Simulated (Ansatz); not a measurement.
```xyz
11

B    -0.0742    0.4235    0.3690
N    -0.2148   -0.1525    1.9092
H    -0.2078   -1.1739    1.9193
H     0.5540    0.1666    2.5011
H     0.9791   -0.0183   -0.0381
H    -1.0290   -0.0296   -0.2257
Si   -0.0911    2.4475    0.4409
H    -1.3403    3.0293    1.0511
H     1.0150    3.0383    1.2771
H     0.0353    3.0882   -0.9040
H    -1.0852    0.1539    2.3470
```

All numbers below come from RKS r2SCAN-D4/6-31G* (Ansatz).

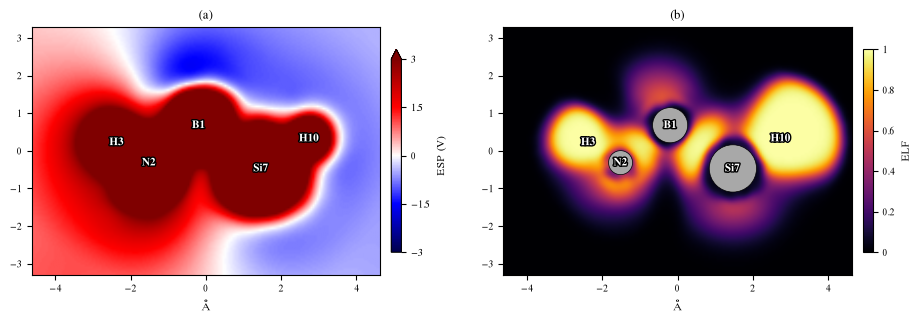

BH₈NSi. (a) electrostatic potential; (b) ELF on the plane of atoms B1, N2 and H3. Grey discs cover the atomic cores in the ELF map.

Describe what can be read from this map.

The section cuts through B, N, H and Si sites. B–N (1.65 Å): the ELF peaks at about 0.95 between the atoms; a shared but strongly polarised pair. Si–B (2.03 Å): the ELF peaks at about 1 between the atoms; localised, covalent bonding. N–H (1.02 Å): the ELF climbs to about 1 towards the hydrogen, as it does in any bond to H; a covalent bond by its length. Si–H (1.50 Å): the ELF climbs to about 1 towards the hydrogen. Outside the dense part of the molecule the potential is most negative (−1.6 V) near H5, which lies off the plane.
